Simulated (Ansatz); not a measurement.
Input file:

```
crystal:
  periodic: [false, false, false]
  atoms:
    - { symbol: Ga, position_ang: [-0.582824, -0.331246, -0.165501] }
    - { symbol: H, position_ang: [0.673841, 2.004155, -1.159187] }
    - { symbol: C, position_ang: [0.231739, -0.364511, 1.611635] }
    - { symbol: Cl, position_ang: [-2.641773, 0.224326, -0.59099] }
    - { symbol: H, position_ang: [0.794965, 1.372271, -1.445741] }
    - { symbol: O, position_ang: [0.415737, -0.865047, -1.621781] }
    - { symbol: H, position_ang: [1.292577, -0.088721, 1.523218] }
    - { symbol: H, position_ang: [-0.274632, 0.329945, 2.296191] }
    - { symbol: H, position_ang: [0.160248, -1.388119, 2.011892] }
    - { symbol: H, position_ang: [-0.069878, -0.892954, -2.459738] }
basis:
  gaussian: { orbitals: def2-SVP }
hamiltonian:
  xc: b3lyp
relax:
  f_tol: 0.03
  max_steps: 50
output:
  orbitals: {}
```

Command:

```sh
ansatz run input.yaml --threads 2 --pin off --max-ram 3072MiB --backend cpu --events-out ev --progress --plain --runs-dir out
```

The fields are those of the run's last geometry, not of the input's.

Level of theory: Ansatz, RKS B3LYP/def2-SVP.

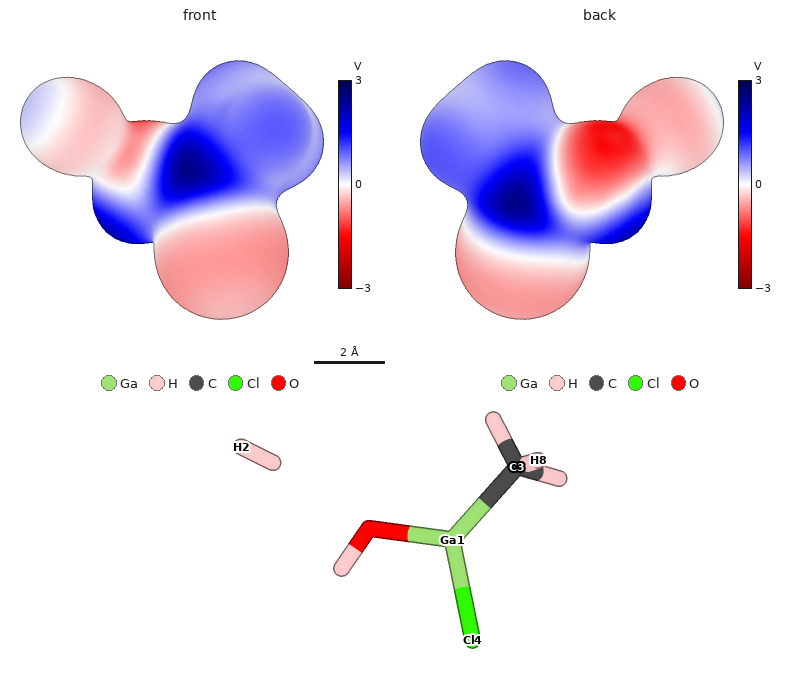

CH₄ClGaO···H₂. The electrostatic potential painted on the density surface at 0.002 e/bohr³, seen from the front and from behind; red is negative and blue positive. The bare structure is drawn below in the same view.

**Which sites attract a positive test charge, and which a negative one?**

A positive charge is drawn to the negative regions and a negative charge to the positive ones. The most negative region (about −1.4 V, or −32 kcal/mol for a unit charge) lies over O6, the most positive (about +2.4 V, or +55 kcal/mol for a unit charge) over Ga1. O6 is the likeliest acceptor of a hydrogen bond.
